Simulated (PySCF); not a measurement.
**C4H12Sn, SMILES `C[Sn](C)(C)C`: what the electrons do**

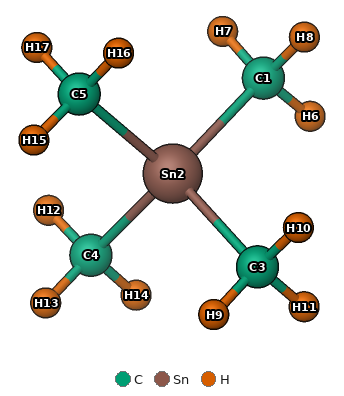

The molecule, with its atoms numbered as below. No frequency check shows the geometry to be a minimum.

Geometry (Å), atoms numbered from 1:

```
C1      -1.2795   -1.6052   -0.7750
Sn2     -0.0001   -0.0001    0.0001
C3      -1.2545    1.6086    0.8081
C4       1.2472    0.7901   -1.6235
C5       1.2875   -0.7932    1.5897
H6      -1.9226   -1.2300   -1.5635
H7      -0.6754   -2.4092   -1.1802
H8      -1.9025   -2.0083    0.0133
H9      -0.6379    2.4111    1.1972
H10     -1.8775    1.2351    1.6133
H11     -1.8976    2.0129    0.0362
H12      1.8739    0.0094   -2.0354
H13      1.8861    1.5861   -1.2576
H14      0.6266    1.1882   -2.4187
H15      1.9269   -0.0141    1.9850
H16      0.6870   -1.1897    2.4011
H17      1.9144   -1.5908    1.2073
```

Part 1: Bonding charge

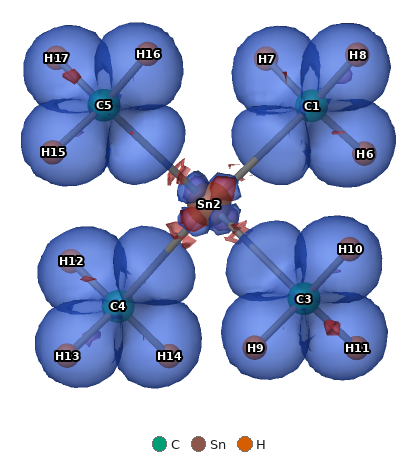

Deformation density (molecule less spherical, spin-averaged free atoms at the same positions), surfaces at ±0.07 e/Å³; blue: gain, red: loss.

Level of theory: PBE/def2-TZVP (PySCF), at a geometry from GFN2-xTB. Core potentials replace the inner electrons of Sn; spin–orbit coupling isn't included.

Question: Describe the bonding that the map shows.

Answer: C1–H8, C4–H12, C5–H15, C3–H11 and 8 more like them: +0.66 e/Å³ at the bond critical point (bond length 1.08 Å, Mayer order 1.0). Sn2–C5, C1–Sn2, Sn2–C3 and Sn2–C4: +0.14 e/Å³ at the bond critical point (bond length 2.19 Å, Mayer order 0.8). In all, 3.3 electrons gather in the regions of gain relative to the promolecule. A small or negative value marks a very polar bond, one between electron-rich atoms, whose free-atom densities already overlap strongly, a long bond to a heavier atom, or a closed-shell contact such as a hydrogen bond.

Part 2: Bond critical points

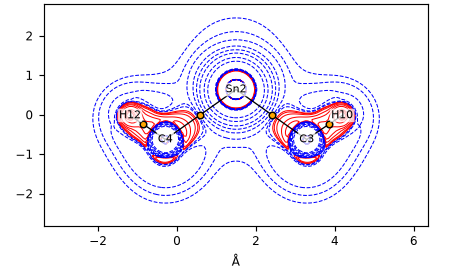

Negative Laplacian of the density (−∇²ρ) in the plane of Sn2, C3, C4, H10 and H12 (solid red lines positive, dashed blue lines negative, contours at ±0.02 to ±8 a.u.), with bond paths and bond critical points (dots).

Question: Sort the bonds in the plane by the sign of ∇²ρ at their critical points.

Answer: Concentrated (∇²ρ < 0): C4–H12 and C3–H10 (−0.91 a.u.). Depleted (∇²ρ > 0): Sn2–C3 and Sn2–C4 (+0.10 a.u., H = −0.035).

Question: Where along C4–H12 does the critical point lie?

Answer: 0.69 Å from C4 and 0.39 Å from H12.

Part 3: Local ionisation energy

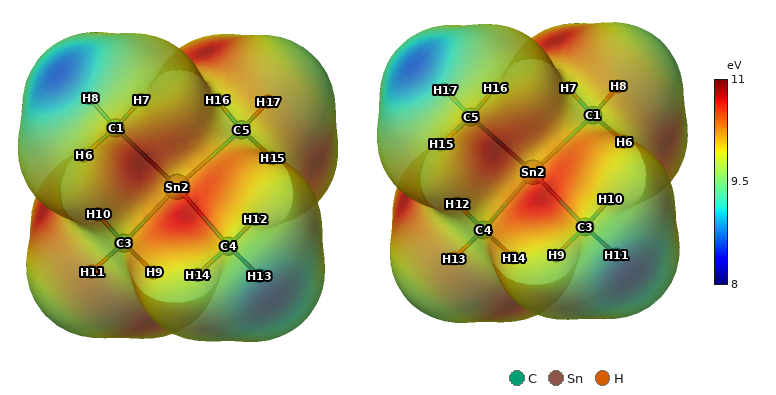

Average local ionisation energy on the surface of electron density 0.001 a.u. (back view left, front view right).

Question: Where are the most loosely bound electrons on this surface?

Answer: The lowest value is 8.6 eV, near H7 (1.84 Å), H6 (1.92 Å), H8 (2.01 Å) and C1 (2.02 Å), and at like points elsewhere. Further minima include 9.7 eV, near H7 (2.11 Å), H17 (2.13 Å), H12 (2.17 Å) and Sn2 (2.27 Å), and at like points elsewhere. For comparison, the highest occupied orbital lies at −6.5 eV.

Question: What volume does the surface enclose, and what is the dipole moment?

Answer: About 169 Å³; the dipole moment is 0.0 D.

Part 4: In an electric field

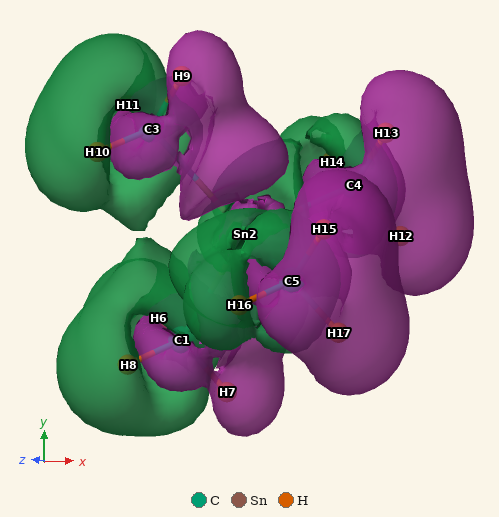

Change of the electron density in a uniform field of 0.21 V/Å, surfaces at ±0.0008 e/Å³ (green: gain, purple: loss).

Method: PBE/def2-TZVP; geometry: GFN2-xTB; program: PySCF. Core potentials replace the inner electrons of Sn; spin–orbit coupling isn't included. A basis without diffuse functions makes polarisabilities too small.

Question: Along which Cartesian direction does the field point?

Answer: Along +x: electrons gather on the −x side, against the field.

Question: How large is the response?

Answer: The induced dipole is 0.96 D (along the field); α along this axis, from the fields in both directions, is 94 bohr³ (14.0 Å³).

Question: Which atoms gain and lose the most charge?

Answer: Electrons gather most on H6, H8, H10 and H11 alike (Hirshfeld charge changes by −0.007 e) and leave H12, H13, H15 and H17 alike most (+0.007 e); 0.083 electrons are displaced in all.

The PySCF runs shown took 65 s and 2.4 min on 1 thread of Intel(R) Xeon(R) Platinum 8259CL CPU @ 2.50GHz (Skylake/Cascade Lake) (shared host).
